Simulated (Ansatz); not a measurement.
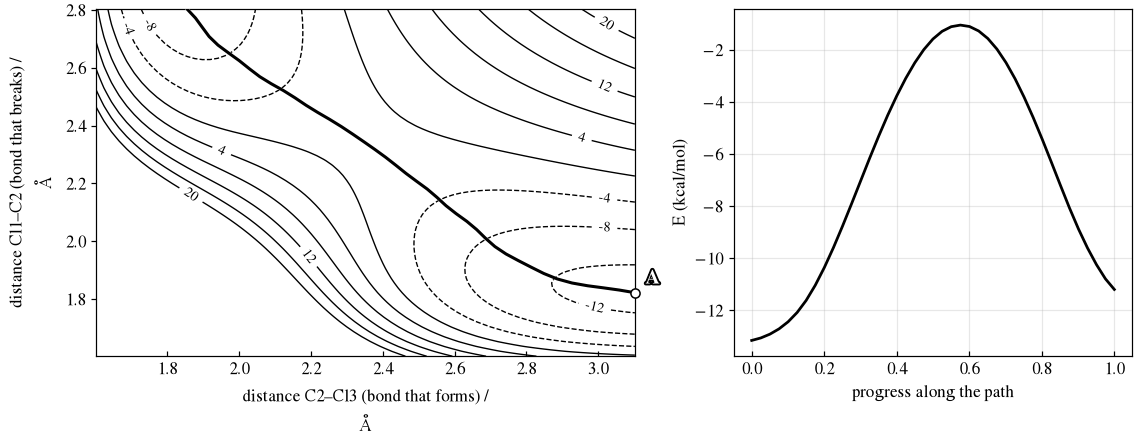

The reacting system CH3Cl2 (fragments CH₃Cl + Cl where the first distance is long, Cl + CH₃Cl where the second is long), charge −1. First axis: distance C2–Cl3 (bond that forms). Second axis: distance Cl1–C2 (bond that breaks). Relaxed at each point: all other coordinates. The grid has 9 × 9 points. Points are written as (first, second). Energies are in kcal/mol, from a guessed transition structure relaxed with its forming and breaking bonds held. The reference is spin-restricted, so regions where a bond is pulled apart into radicals lie too high. All numbers below come from Ansatz, RKS BHLYP-D4/def2-SVPD.

The picture shows contour lines labelled in kcal/mol (none above 20), a line along the lowest path, the energy along the path at the right, the start A. Between grid points the surface is interpolated.

**Describe the path and its barrier.**

The easiest path runs from the side where the first distance is long, (3.102 Å, 1.814 Å), to the side where the second distance is long, (1.867 Å, 2.802 Å). Its highest point, at about (2.35 Å, 2.34 Å), lies about 12 kcal/mol above the start and 10 kcal/mol above the end on the interpolated surface. An end on the edge of the scan is no minimum, so the barrier from there is a lower bound.
